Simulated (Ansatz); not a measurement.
# Converging the k-point mesh at a smearing width of 0.02 eV: LiZn3 (I4mm, 4 atoms in the cell)

```
LiZn3
1.0
    0.00000     3.02014     3.02014
    3.02014     0.00000     3.02014
    3.02014     3.02014     0.00000
Li Zn
1 3
Direct
  0.00828   0.00828   0.99172
  0.25000   0.25000   0.25000
  0.75000   0.75000   0.75000
  0.50000   0.50000   0.50000
```

Level of theory: LDA (PW92), default PAW files made with PBE (plane waves; Ansatz, a quantum-chemistry and plane-wave program).

Base settings: basis.ecutwfc = 420 eV; kpoints.mp_grid.grid = 10 10 10; hamiltonian.xc = lda; hamiltonian.pseudopotentials = {kind: paw} (the program's default PAW files); scf.occupations.method = gaussian; scf.occupations.width = 0.1 eV.

In this ladder: scf.occupations.width = 0.02 eV.

Only quantities that move along the ladder and can be compared are tabulated.

The count of work is k-points × plane waves × bands × iterations; it is no time. 

The starting cell comes from a database of computed structures (which also holds hypothetical and non-ambient phases and stackings), without a prior relaxation at this level. Its lattice was rescaled by up to half a per cent. One atom was moved a little off its site on purpose. In the base run, with a pressure of about -5 GPa the cell is away from its equilibrium volume at this level. Ansatz's pressure includes its estimate of the finite-basis (Pulay) stress.

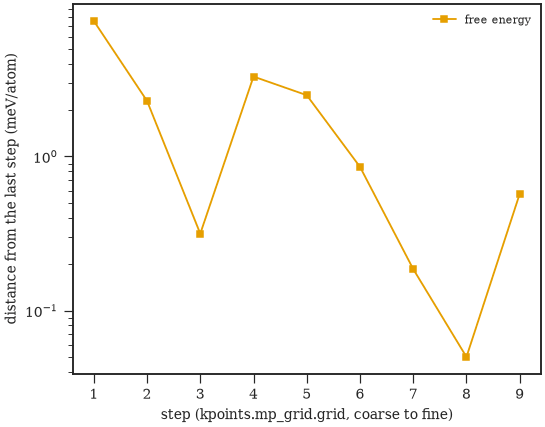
Fig. 1. Distance from the last step along the ladder; very small values are drawn at a floor.

| kpoints.mp_grid.grid | free energy less the last step's (meV/atom) | pressure (GPa) | largest difference of a force vector from the last step's (eV/Å) | count of work / last |
|---|---|---|---|---|
| 4 4 4 | -7.57 | -4.66 | 0.009 | 0.014 |
| 5 5 5 | -2.29 | -5.07 | 0.007 | 0.019 |
| 6 6 6 | -0.32 | -5.23 | 0.016 | 0.031 |
| 7 7 7 | 3.30 | -4.57 | 0.002 | 0.042 |
| 9 9 9 | 2.50 | -4.78 | 0.006 | 0.079 |
| 10 10 10 | 0.86 | -4.98 | 0.004 | 0.11 |
| 13 13 13 | 0.19 | -4.90 | 0.001 | 0.21 |
| 15 15 15 | 0.02 | -4.88 | 0.001 | 0.30 |
| 18 18 18 | 0.57 | -4.86 | 0.001 | 0.58 |
| 22 22 22 | 0.00 | -4.90 | 0.000 | 1.0 |

Coarsest kpoints.mp_grid.grid that holds the pressure within 0.2 GPa of the last step, with all finer ones: 9 9 9, at 0.079 of the last step's count of work; the step before is off by 0.33 GPa.

Coarsest kpoints.mp_grid.grid that holds the free energy within 5 meV/atom of the last step, with all finer ones: 5 5 5, at 0.019 of the last step's count of work; the step before is off by 7.6 meV/atom.

Coarsest kpoints.mp_grid.grid that holds the forces within 0.005 eV/Å of the last step, with all finer ones: 10 10 10, at 0.11 of the last step's count of work; the step before is off by 0.006 eV/Å.

Keys are those of Ansatz 0.2.
